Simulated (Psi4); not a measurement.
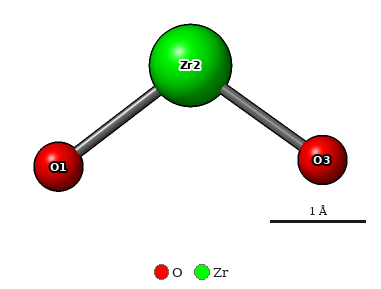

**Figure 1.** The input geometry (ball-and-stick view, seen at a tilt; atoms are numbered from 1 in the order of the input). Sticks mark near contacts. Bond lengths as drawn: O–Zr 1.76 Å.

**Excited-state calculation, with input and output: ZrO2**

The run: excited-state calculation of ZrO2, SMILES [O]=[Zr]=[O]. Method and program: CIS/def2-TZVPP, RHF, core potentials def2 (Psi4 1.11).

The geometry comes from this level: PBE0-D4/def2-TZVP.

### What the program printed
```
h
    h
    h

    -----------------------------------------------------------------------

    Memory:     1.5 GiB
    Threads:    1
                ecpint, einsums, f̶o̶r̶t̶e̶, gauxc, gcp, g̶d̶m̶a̶, geometric, g̶p̶u̶_̶d̶f̶c̶c̶,
                i̶n̶t̶e̶g̶r̶a̶t̶o̶r̶x̶x̶, i̶p̶i̶, libefp, m̶d̶i̶, m̶p̶2̶d̶, m̶r̶c̶c̶, ooo,
                o̶p̶e̶n̶f̶e̶r̶m̶i̶o̶n̶p̶s̶i̶4̶, pcmsolver, p̶s̶i̶4̶f̶o̶c̶k̶c̶i̶, p̶s̶i̶x̶a̶s̶,
                p̶y̶e̶i̶n̶s̶u̶m̶s̶, r̶e̶s̶p̶, s̶i̶m̶i̶n̶t̶, s̶n̶s̶m̶p̶2̶,
                v̶2̶r̶d̶m̶_̶c̶a̶s̶s̶c̶f̶

   => Loading Basis Set <=

    Name: DEF2-TZVPP
    Role: ORBITAL
    Keyword: BASIS

    !!!  WARNING: ECP capability is in beta. Please check occupations closely.  !!!

         ---------------------------------------------------------
                                   SCF
                              RHF Reference
                        1 Threads,   1525 MiB Core
         ---------------------------------------------------------

  ==> Geometry <==

    Molecular point group: c1
    Full point group: Cs

    Geometry (in Angstrom), charge = 0, multiplicity = 1:

       Center              X                  Y                   Z               Mass
    ------------   -----------------  -----------------  -----------------  -----------------
         O            0.452409087832     1.551807527452     0.000000000000    15.994914619570
         ZR           0.194059341371    -0.190512939197    -0.000000000000    89.904697700000
         O           -1.543183676930    -0.480966662475     0.000000000000    15.994914619570

  Running in c1 symmetry.

  Rotational constants: A =      0.66539  B =      0.25976  C =      0.18683 [cm^-1]
  Rotational constants: A =  19948.01286  B =   7787.53871  C =   5600.96748 [MHz]
  Nuclear repulsion =   69.572827701783453

  Charge       = 0
  Multiplicity = 1
  Electrons    = 28
  Nalpha       = 14
  Nbeta        = 14

  ==> Algorithm <==

  SCF Algorithm Type is MEM_DF.
  DIIS enabled.
  MOM disabled.
  Fractional occupation disabled.
  Guess Type is SAD.
  Energy threshold   = 1.00e-06
  Density threshold  = 1.00e-06
  Integral threshold = 1.00e-12

  ==> Primary Basis <==

  Basis Set: DEF2-TZVPP
    Blend: DEF2-TZVPP
    Number of shells: 38
    Number of basis functions: 118
    Number of Cartesian functions: 143
    Spherical Harmonics?: true
    Max angular momentum: 4

  Core potential: DEF2-TZVPP
    Number of shells: 4
    Number of ECP primitives: 14
    Number of ECP core electrons: 28
    Max angular momentum: 3

   => Loading Basis Set <=

    Name: (DEF2-TZVPP AUX)
    Role: JKFIT
    Keyword: DF_BASIS_SCF

  ==> Integral Setup <==

  DFHelper Memory: AOs need 0.047 GiB; user supplied 1.118 GiB.
  SCF_SUBTYPE=INCORE selected. In-core MEM_DF algorithm will be used.
  Using in-core AOs.

  ==> MemDFJK: Density-Fitted J/K Matrices <==

    J tasked:                   Yes
    K tasked:                   Yes
    wK tasked:                   No
    Memory [MiB]:              1144
    Algorithm:                 Core
    Schwarz Cutoff:           1E-12
    Mask sparsity (%):       1.1922
    Fitting Condition:        1E-10

   => Auxiliary Basis Set <=

  Basis Set: (DEF2-TZVPP AUX)
    Blend: DEF2-UNIVERSAL-JKFIT
    Number of shells: 99
    Number of basis functions: 409
    Number of Cartesian functions: 570
    Spherical Harmonics?: true
    Max angular momentum: 6

  Minimum eigenvalue in the overlap matrix is 2.6701070523E-03.
  Reciprocal condition number of the overlap matrix is 5.7134087130E-04.
    Using symmetric orthogonalization.

  ==> Pre-Iterations <==

  SCF Guess: Superposition of Atomic Densities via on-the-fly atomic UHF (no occupation information).

   -------------------------
    Irrep   Nso     Nmo
   -------------------------
     A        118     118
   -------------------------
    Total     118     118
   -------------------------

  ==> Iterations <==

                           Total Energy        Delta E     RMS |[F,P]|

   @DF-RHF iter SAD:  -195.08390534205088   -1.95084e+02   0.00000e+00
   @DF-RHF iter   1:  -195.73965171515323   -6.55746e-01   9.70268e-03 ADIIS/DIIS
   @DF-RHF iter   2:  -192.91950624067496    2.82015e+00   2.25807e-02 ADIIS/DIIS
   @DF-RHF iter   3:  -196.32282746814423   -3.40332e+00   1.11113e-03 ADIIS/DIIS
   @DF-RHF iter   4:  -196.33179943312484   -8.97196e-03   2.92712e-04 ADIIS/DIIS
   @DF-RHF iter   5:  -196.33270249540598   -9.03062e-04   1.23336e-04 ADIIS/DIIS
   @DF-RHF iter   6:  -196.33294049594502   -2.38001e-04   4.40011e-05 DIIS
   @DF-RHF iter   7:  -196.33299927891369   -5.87830e-05   1.83228e-05 DIIS
   @DF-RHF iter   8:  -196.33300786919739   -8.59028e-06   6.34036e-06 DIIS
   @DF-RHF iter   9:  -196.33300891559600   -1.04640e-06   2.22674e-06 DIIS
   @DF-RHF iter  10:  -196.33300899305289   -7.74569e-08   1.34702e-06 DIIS
   @DF-RHF iter  11:  -196.33300903414028   -4.10874e-08   4.69853e-07 DIIS
  Energy and wave function converged.

  ==> Post-Iterations <==

    Orbital Energies [Eh]
    ---------------------

    Doubly Occupied:

       1A    -20.477113     2A    -20.477112     3A     -2.546929
       4A     -1.582550     5A     -1.561602     6A     -1.529959
       7A     -1.116254     8A     -1.095559     9A     -0.478518
      10A     -0.457549    11A     -0.431486    12A     -0.411440
      13A     -0.405144    14A     -0.384181

    Virtual:

      15A     -0.043014    16A      0.013818    17A      0.043840
      18A      0.056037    19A      0.111502    20A      0.116690
      21A      0.118912    22A      0.145987    23A      0.153480
      24A      0.215022    25A      0.241226    26A      0.243610
      27A      0.244333    28A      0.248462    29A      0.282168
      30A      0.289475    31A      0.361956    32A      0.402482
      33A      0.583207    34A      0.585597    35A      0.588581
      36A      0.624398    37A      0.692684    38A      0.718126
      39A      0.738205    40A      0.756423    41A      0.774365
      42A      0.790522    43A      0.815593    44A      0.866925
      45A      0.881607    46A      0.970420    47A      0.973470
      48A      1.008383    49A      1.030267    50A      1.050824
      51A      1.069945    52A      1.115260    53A      1.118158
      54A      1.171357    55A      1.260679    56A      1.273814
      57A      1.287947    58A      1.375240    59A      1.396435
      60A      1.471958    61A      1.472387    62A      1.515075
      63A      1.567622    64A      1.819605    65A      1.820029
      66A      1.822190    67A      1.831051    68A      1.835169
      69A      1.842075    70A      1.845289    71A      2.033060
      72A      2.051957    73A      2.063996    74A      2.149285
      75A      2.224542    76A      2.267811    77A      2.482611
      78A      2.501859    79A      2.517411    80A      2.528971
      81A      2.591967    82A      2.615594    83A      3.307251
      84A      3.329110    85A      3.331873    86A      3.453020
      87A      3.469571    88A      3.502059    89A      4.090835
      90A      4.362819    91A      5.661979    92A      5.664471
      93A      5.665554    94A      5.689583    95A      5.705998
      96A      5.707912    97A      5.714406    98A      5.748005
      99A      5.755113   100A      5.757513   101A      5.765255
     102A      5.807336   103A      5.828428   104A      5.981971
     105A      6.923893   106A      6.949278   107A      6.963010
     108A      7.027437   109A      7.274725   110A      7.282877
     111A      7.283343   112A      7.328909   113A      7.367129
     114A      7.368711   115A     20.651175   116A     45.138936
     117A     45.148991   118A     72.792751

    Final Occupation by Irrep:
              A
    DOCC [    14 ]
    NA   [    14 ]
    NB   [    14 ]

  @DF-RHF Final Energy:  -196.33300903414028

   => Energetics <=

    Nuclear Repulsion Energy =             69.5728277017834529
    One-Electron Energy =                -425.9007577013843502
    Two-Electron Energy =                 159.9949209654606079
    Total Energy =                       -196.3330090341402752

Computation Completed

Properties will be evaluated at   0.000000,   0.000000,   0.000000 [a0]

Properties computed using the SCF density matrix

 Multipole Moments:

 ------------------------------------------------------------------------------------
     Multipole            Electronic (a.u.)      Nuclear  (a.u.)        Total (a.u.)
 ------------------------------------------------------------------------------------

 L = 1.  Multiply by 2.5417464519 to convert [e a0] to [Debye]
 Dipole X            :         14.7210544          -12.0894938            2.6315606
 Dipole Y            :        -14.4520709           11.8685603           -2.5835106
 Dipole Z            :         -0.0000016            0.0000000           -0.0000016
 Magnitude           :                                                    3.6877687

 ------------------------------------------------------------------------------------

	total time  =          2 seconds =       0.03 minutes

******************************************************************************************
**********                               WARNING                                **********
**********       The names of excited state variables changed between 1.5       **********
**********     and 1.6. For a quick solution, remove the symmetry specifier     **********
**********   from the variable name. For full details, see 'Notes on Psivars'   **********
**********                        in the documentation.                         **********
******************************************************************************************

         ---------------------------------------------------------
                         TDSCF excitation energies
         ---------------------------------------------------------

  ==> Options <==

     Residual threshold  : 1.0000e-04
     Initial guess       : denominators
     Reference           : RHF
     Solver type         : TDA (Davidson)

  ==> Requested Excitations <==

      5 singlet states with A symmetry

  ==> Seeking the lowest 5 singlet states with A symmetry

                         Generalized Davidson Solver

  ==> Options <==

    Max number of iterations        = 60
    Eigenvector tolerance           = 1.0000e-04
    Max number of expansion vectors = 1000

  => Iterations <=
                           Max[D[value]]     Max[|R|]   # vectors
  DavidsonSolver iter   1:   2.29903e-01  7.47072e-02     20
  DavidsonSolver iter   2:   2.79068e-02  3.07648e-02     25
  DavidsonSolver iter   3:   2.19597e-03  1.51633e-02     30
  DavidsonSolver iter   4:   5.22214e-04  7.21956e-03     35
  DavidsonSolver iter   5:   1.58167e-04  6.09174e-03     40
  DavidsonSolver iter   6:   8.74057e-05  4.27837e-03     45
  DavidsonSolver iter   7:   1.69311e-05  2.03095e-03     50
  DavidsonSolver iter   8:   3.63416e-06  9.40788e-04     55
  DavidsonSolver iter   9:   6.31579e-07  4.17152e-04     59
  DavidsonSolver iter  10:   2.80649e-07  4.16137e-04     62
  DavidsonSolver iter  11:   1.37336e-07  1.80189e-04     63
  DavidsonSolver iter  12:   2.68141e-08  9.75249e-05     64      Converged

******************************************************************************************
**********                               WARNING                                **********
**********  Length-gauge rotatory strengths are **NOT** gauge-origin invariant  **********
******************************************************************************************

                                    Excitation Energy         Total Energy        Oscillator Strength             Rotatory Strength
     #   Sym: GS->ES (Trans)        au              eV              au          au (length)    au (velocity)    au (length)    au (velocity)
    ---- -------------------- --------------- --------------- --------------- --------------- --------------- --------------- ---------------
     1        A->A (1 A)       0.15580         4.23952        -196.17721       0.0102          0.0004         -0.0000          0.0000
     2        A->A (1 A)       0.16887         4.59507        -196.16414       0.0009          0.0054         -0.0000         -0.0000
     3        A->A (1 A)       0.17713         4.81997        -196.15588       0.0344          0.0034         -0.0000          0.0000
     4        A->A (1 A)       0.19082         5.19234        -196.14219       0.0000          0.0000          0.0000          0.0000
     5        A->A (1 A)       0.19901         5.41541        -196.13400       0.0017          0.0011         -0.0000         -0.0000

Contributing excitations
Only contributions with abs(coeff) > 1.00e-01 will be printed:

Excited State    1 (1 A):   0.15580 au   292.45 nm f = 0.0102
  Sums of squares: Xssq =  1.000000e+00
     14a  ->  15a     0.882242 (77.835%)
     14a  ->  17a     0.398237 (15.859%)
     14a  ->  21a    -0.147039 ( 2.162%)

Excited State    2 (1 A):   0.16887 au   269.82 nm f = 0.0009
  Sums of squares: Xssq =  1.000000e+00
     13a  ->  15a     0.865948 (74.987%)
     13a  ->  17a     0.417291 (17.413%)
     13a  ->  21a    -0.172962 ( 2.992%)

Excited State    3 (1 A):   0.17713 au   257.23 nm f = 0.0344
  Sums of squares: Xssq =  1.000000e+00
     11a  ->  18a     0.121645 ( 1.480%)
     12a  ->  15a     0.870843 (75.837%)
     12a  ->  17a     0.411795 (16.958%)
     12a  ->  21a    -0.170917 ( 2.921%)

Excited State    4 (1 A):   0.19082 au   238.78 nm f = 0.0000
  Sums of squares: Xssq =  1.000000e+00
     11a  ->  15a    -0.841866 (70.874%)
     11a  ->  17a    -0.433486 (18.791%)
     11a  ->  21a     0.170574 ( 2.910%)
     12a  ->  18a    -0.170367 ( 2.902%)

Excited State    5 (1 A):   0.19901 au   228.95 nm f = 0.0017
  Sums of squares: Xssq =  1.000000e+00
     10a  ->  17a    -0.125321 ( 1.571%)
     14a  ->  15a     0.372599 (13.883%)
     14a  ->  17a    -0.803639 (64.584%)
     14a  ->  20a     0.335336 (11.245%)
     14a  ->  21a     0.105971 ( 1.123%)
     14a  ->  28a    -0.197280 ( 3.892%)

******************************************************************************************
**********                               WARNING                                **********
**********       The names of excited state variables changed between 1.5       **********
**********     and 1.6. For a quick solution, remove the symmetry specifier     **********
**********   from the variable name. For full details, see 'Notes on Psivars'   **********
**********                        in the documentation.                         **********
******************************************************************************************
```

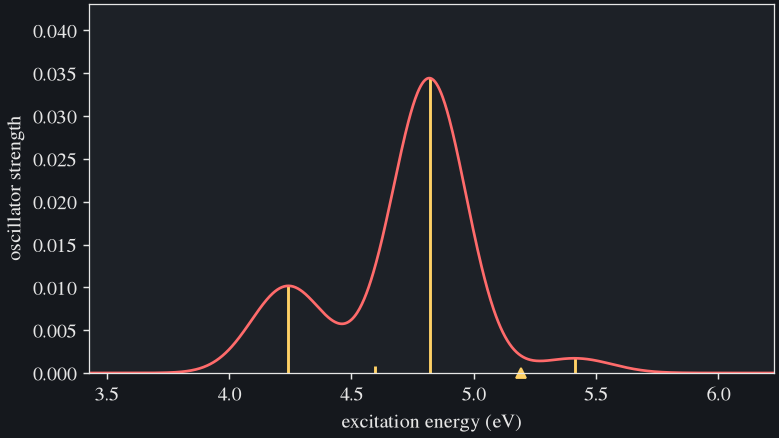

**Figure 2.** Computed excitations as sticks (degenerate states added up, dark ones marked on the axis), with a Gaussian envelope of 0.35 eV full width at half maximum, scaled to the tallest. Of the 5 states the lowest lies at 4.24 eV (f = 0.010); the strongest line is at 4.82 eV, or 257 nm (f = 0.034).

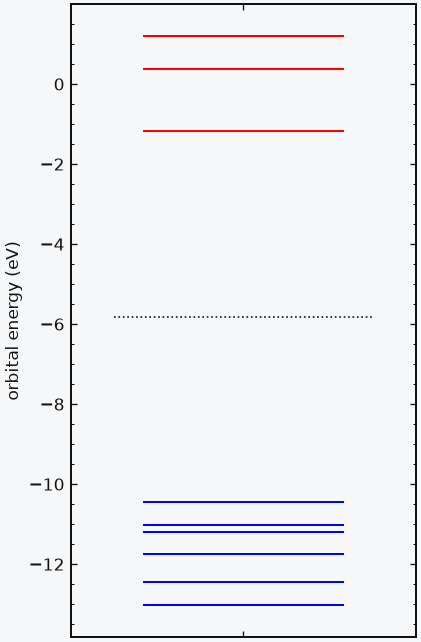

**Figure 3.** Orbital energies near the frontier (SCF reference); the dotted line parts filled from empty levels, and levels within 0.02 eV of each other stand side by side. Highest filled −10.45 eV, lowest empty −1.17 eV, 9.28 eV apart.

This output came from the following input.

### Input file (calc.py)
```python
import psi4

psi4.set_memory(1600000000)
psi4.set_num_threads(1)
psi4.set_output_file('run.log', False)

with open('o2zr.xyz') as f:
    atoms = ''.join(f.readlines()[2:])
geom = psi4.geometry('0 1\n' + atoms + 'symmetry c1')

psi4.set_options({
    'basis': 'def2-TZVPP',
    'scf_type': 'mem_df',
    'tdscf_states': 5,
    'tdscf_tda': True,
    'screening': 'csam',
    'puream': True,
})

result = psi4.energy('td-hf')
print('E =', round(result, 9))
for k, v in sorted(psi4.core.scalar_variables().items()):
    print(f'{k:45s} {v:18.10f}')
```

### File o2zr.xyz
```
3
O2Zr
O      0.654500     1.252500     0.388400
Zr     0.348500    -0.481700     0.351800
O     -1.003000    -0.770800    -0.740100
```

Launch command:
```bash
python calc.py
```

### Results in brief

```csv
quantity,value
outcome,converged
total energy,−196.333009 hartree
basis functions,118
HOMO of the SCF reference,−10.45 eV
LUMO of the SCF reference,−1.17 eV
lowest excitation,4.24 eV
hardware,"1 thread of Intel Xeon @ 2.90GHz (Ice Lake), 64 GiB of memory available, shared host"
wall time,8.1 s
peak memory,0.3 GiB
```

### Notes

Settings chosen away from the usual ones: screening set to csam; puream set to true.
